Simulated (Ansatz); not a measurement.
# One shape, several levels: quartet GaSiH4O

Aim: a comparison of 6 runs (UHF/3-21G, UB3LYP/6-31G*, UB2PLYP/cc-pVDZ, UBHLYP/cc-pVDZ, UBLYP/cc-pVDZ, UCCSD/cc-pVDZ) of quartet GaSiH4O. 

The calculation is run with Ansatz 0.2.0.

72 further runs of the same task are left out: 72 set aside as unsound or not needed.

### Step 1. The system as given

The species is GaSiH4O (7 atoms), meant as a quartet with charge 0. As SMILES of the parent species, `[SiH3][O][GaH]`. Geometry: relaxed at PBE0-D4/def2-TZVP. This is one conformer, not always the lowest. That shape belongs to the parent species and isn't relaxed for this state.

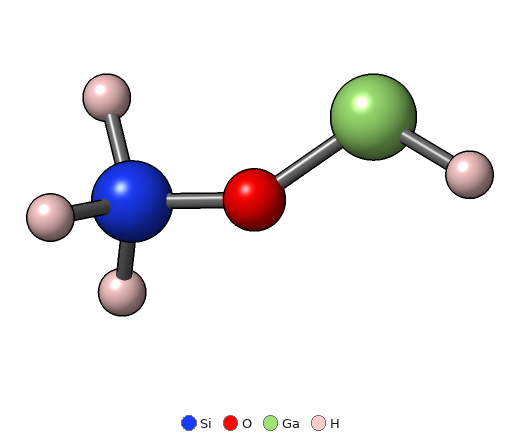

Viewed from a chosen angle; silicon blue, oxygen red, gallium green, hydrogen pink.

### Step 2. A single-point energy at UHF/3-21G (run 1)

The input, input.yaml:

```yaml
crystal:
  periodic: [false, false, false]
  atoms:
    - {symbol: Si, position_ang: [-0.907100, 0.576700, -0.244500]}
    - {symbol: O, position_ang: [0.281700, -0.375400, 0.340400]}
    - {symbol: Ga, position_ang: [1.972300, -0.895800, 0.047800]}
    - {symbol: H, position_ang: [-2.099000, -0.248300, -0.578700]}
    - {symbol: H, position_ang: [-0.473700, 1.297400, -1.475800]}
    - {symbol: H, position_ang: [-1.295700, 1.586500, 0.776300]}
    - {symbol: H, position_ang: [2.521500, -1.941000, 1.134400]}
basis:
  gaussian:
    orbitals: 3-21G-spherical.json
accuracy: high
output:
  orbitals: {seedname: orbitals}
magnetization:
  spin_polarized: true
  initial_magnetization: 3
hamiltonian:
  xc: hf
```

The basis set 3-21G is read from a file made from the Basis Set Exchange's data (not shown).

Started as:

```console
$ ansatz run input.yaml --threads 1 --pin off --max-ram 3480MiB --events-out events.jsonl --progress --plain --runs-dir runs
```

The program printed:

```text
Warning: RAYON_NUM_THREADS=1 ignored (pool sized by the plan → 1); use --threads N
Functional definition: HF
  name "HF"
  exchange = exact_x
  correlation = 0
1001 factors; integrals over basis functions are off by at most 4.4e-9 eV
mean field evaluation 1: about -61978.4126 eV, gradient 2.2e1 eV
mean field evaluation 2: about -61978.6978 eV, gradient 2.3e1 eV
mean field evaluation 4: about -61983.0823 eV, gradient 5.4e0 eV
mean field evaluation 8: about -61984.0386 eV, gradient 1.0e0 eV
mean field evaluation 16: about -61984.0808 eV, gradient 1.9e-8 eV
mean field evaluation 32: about -61983.9833 eV, gradient 2.8e-1 eV
mean field evaluation 64: about -61983.1344 eV, gradient 6.1e-1 eV
mean field evaluation 96: about -61982.6802 eV, gradient 5.1e0 eV
mean field evaluation 128: about -61983.1406 eV, gradient 1.5e-4 eV
mean field -61984.08079468 eV, -2277.8729548856 hartree, gradient 4.9e-8 eV, S^2 3.758053; 4 other end points of the search recorded, 0 dependent functions left out
reference -61984.08079468 eV, -2277.8729548856 hartree; 30, 27 occupied and 22, 25 virtual orbitals, 1001 factors
Total energy: -61984.08079468 eV, -2277.8729548856 hartree
```

Run time: 3.6 s. Hardware: 1 thread of Arm Neoverse V1, shared host; peak memory 0.18 GiB.

### Step 3. A single-point energy at UB3LYP/6-31G(d) (spherical functions) (run 2)

The input, molecule.yaml:

```yaml
crystal:
  periodic: [false, false, false]
  atoms:
    - symbol: Si
      position_ang: [-0.907100, 0.576700, -0.244500]
    - symbol: O
      position_ang: [0.281700, -0.375400, 0.340400]
    - symbol: Ga
      position_ang: [1.972300, -0.895800, 0.047800]
    - symbol: H
      position_ang: [-2.099000, -0.248300, -0.578700]
    - symbol: H
      position_ang: [-0.473700, 1.297400, -1.475800]
    - symbol: H
      position_ang: [-1.295700, 1.586500, 0.776300]
    - symbol: H
      position_ang: [2.521500, -1.941000, 1.134400]
basis:
  gaussian: {orbitals: 6-31G_st_-spherical.json}
magnetization: {spin_polarized: true, initial_magnetization: 3}
hamiltonian: {xc: {name: B3LYP}}
accuracy: high
output: {orbitals: {seedname: orbitals}}
```

The basis set 6-31G* is read from a file made from the Basis Set Exchange's data (not shown).

Started as:

```console
$ ansatz run molecule.yaml --threads 1 --pin off --max-ram 3480MiB --events-out events.jsonl --progress --plain --runs-dir runs
```

The program printed:

```text
Warning: RAYON_NUM_THREADS=1 ignored (pool sized by the plan → 1); use --threads N
Functional definition: B3LYP
  name "B3LYP"
  parameter a0 = 0.2
  parameter ax = 0.72
  parameter ac = 0.81
  exchange = (1 - a0 - ax)*slater_x + ax*b88_x + a0*exact_x
  correlation = (1 - ac)*vwn_rpa_c + ac*lyp_c
1511 factors; integrals over basis functions are off by at most 4.5e-9 eV
mean field evaluation 1: about -62348.6634 eV, gradient 4.0e1 eV
mean field evaluation 2: about -62294.5536 eV, gradient 1.1e2 eV
mean field evaluation 4: about -62353.1103 eV, gradient 1.8e1 eV
mean field evaluation 8: about -62356.0337 eV, gradient 9.8e-1 eV
mean field evaluation 16: about -62356.1637 eV, gradient 4.7e-2 eV
mean field evaluation 32: about -62356.1645 eV, gradient 1.3e-4 eV
mean field evaluation 64: about -62356.1642 eV, gradient 5.9e-5 eV
mean field -62356.16452432 eV, -2291.5467797425 hartree, gradient 7.5e-8 eV, S^2 3.758557; 5 other end points of the search recorded, 0 dependent functions left out
reference -62356.16456395 eV, -2291.5467811986 hartree; 30, 27 occupied and 42, 45 virtual orbitals, 1511 factors
Total energy: -62356.16456395 eV, -2291.5467811986 hartree
```

Wall time 42 s (1 thread of Arm Neoverse V1, shared host); peak memory 0.35 GiB.

Runs 3 to 4 aren't shown in full; the table further down has their settings and results.

### Step 4. A single-point energy at UBLYP/cc-pVDZ (run 5)

The input, job.yaml:

```yaml
crystal:
  periodic: [false, false, false]
  atoms:
    - symbol: Si
      position_ang: [-0.907100, 0.576700, -0.244500]
    - symbol: O
      position_ang: [0.281700, -0.375400, 0.340400]
    - symbol: Ga
      position_ang: [1.972300, -0.895800, 0.047800]
    - symbol: H
      position_ang: [-2.099000, -0.248300, -0.578700]
    - symbol: H
      position_ang: [-0.473700, 1.297400, -1.475800]
    - symbol: H
      position_ang: [-1.295700, 1.586500, 0.776300]
    - symbol: H
      position_ang: [2.521500, -1.941000, 1.134400]
basis:
  gaussian:
    orbitals: cc-pVDZ
magnetization:
  spin_polarized: true
  initial_magnetization: 3
hamiltonian:
  xc: {name: BLYP}
accuracy: high
output: {orbitals: {seedname: orbitals}}
```

Started as:

```console
$ ansatz run job.yaml --threads 1 --pin off --max-ram 3480MiB --events-out events.jsonl --progress --plain --runs-dir runs
```

The program printed:

```text
Warning: RAYON_NUM_THREADS=1 ignored (pool sized by the plan → 1); use --threads N
Functional definition: BLYP
  name "BLYP"
  parameter beta = 0.0042
  parameter a = 0.04918
  parameter b = 0.132
  parameter c = 0.2533
  parameter d = 0.349
  exchange = b88_x(beta = beta)
  correlation = lyp_c(a = a, b = b, c = c, d = d)
1788 factors; integrals over basis functions are off by at most 4.7e-9 eV
mean field evaluation 1: about -62354.9863 eV, gradient 4.2e1 eV
mean field evaluation 2: about -62256.7062 eV, gradient 1.4e2 eV
mean field evaluation 4: about -62356.3618 eV, gradient 3.1e1 eV
mean field evaluation 8: about -62360.7958 eV, gradient 1.3e1 eV
mean field evaluation 16: about -62362.7855 eV, gradient 1.3e-1 eV
mean field evaluation 32: about -62357.9646 eV, gradient 1.2e1 eV
mean field evaluation 64: about -62362.7819 eV, gradient 4.3e-1 eV
mean field -62362.78632033 eV, -2291.7901262574 hartree, gradient 2.9e-8 eV, S^2 3.754986; 8 other end points of the search recorded, 0 dependent functions left out
reference -62362.78637459 eV, -2291.7901282512 hartree; 30, 27 occupied and 49, 52 virtual orbitals, 1788 factors
Total energy: -62362.78637459 eV, -2291.7901282512 hartree
```

Wall time 34 s (1 thread of Arm Neoverse V1, shared host); peak memory 0.27 GiB.

### Step 5. The energy at UCCSD/cc-pVDZ (run 6)

The input, run.yaml:

```yaml
crystal:
  periodic: [false, false, false]
  atoms:
    - {symbol: Si, position_ang: [-0.907100, 0.576700, -0.244500]}
    - {symbol: O, position_ang: [0.281700, -0.375400, 0.340400]}
    - {symbol: Ga, position_ang: [1.972300, -0.895800, 0.047800]}
    - {symbol: H, position_ang: [-2.099000, -0.248300, -0.578700]}
    - {symbol: H, position_ang: [-0.473700, 1.297400, -1.475800]}
    - {symbol: H, position_ang: [-1.295700, 1.586500, 0.776300]}
    - {symbol: H, position_ang: [2.521500, -1.941000, 1.134400]}
basis:
  gaussian: {orbitals: cc-pVDZ}
total_charge: 0
magnetization: {spin_polarized: true, initial_magnetization: 3}
correlation: {method: ccsd, frozen_orbitals: {Ga: 9, H: 0, O: 1, Si: 5}}
accuracy: high
scf: {omitted_lower_state_checks: [cluster_reference, increment]}
```

Started as:

```console
$ ansatz run run.yaml --threads 1 --pin off --max-ram 3480MiB --events-out events.jsonl --progress --plain --runs-dir runs
```

The program printed:

```text
Warning: RAYON_NUM_THREADS=1 ignored (pool sized by the plan → 1); use --threads N
[... 13 lines left out ...]
15 core orbitals not correlated: weight in the atoms' cores, before any rotation towards them, 1.000 or more for the frozen orbitals, at most 0.000 for the correlated occupied ones
[... 40 lines left out ...]
Total energy: -62301.66556680 eV, -2289.5439799941 hartree
Checks for a lower state left out: cluster_reference, increment
```

Wall time 64 s (1 thread of Arm Neoverse V1, shared host); peak memory 0.61 GiB.

### Step 6. The series

```tsv
run	level	frozen core orbitals	energy (Eh)	HOMO energy (eV)	⟨S²⟩	wall time
1	UHF/3-21G	–	-2277.872955	-5.15	3.758	3.6 s
2	UB3LYP/6-31G* (spherical functions)	–	-2291.546781	-2.95	3.759	42 s
3	UB2PLYP/cc-pVDZ	15	-2291.123388	-3.80	3.762	42 s
4	UBHLYP/cc-pVDZ	–	-2291.676062	-3.73	3.762	26 s
5	UBLYP/cc-pVDZ	–	-2291.790128	-2.04	3.755	34 s
6	UCCSD/cc-pVDZ	15	-2289.543980	–	3.762	64 s
```

### Step 7. Results

```
                                           quantity           value
                                run 6: total energy  -2289.54398 Eh
run 6: correlation energy (15 core orbitals frozen)      -352.9 mEh
           run 6: ⟨S²⟩ of the reference determinant           3.762
                               run 6: T1 diagnostic           0.025
```

What this shows: Totals of different functionals can't be ranked against each other. All runs together took 3.5 min, the longest 64 s.
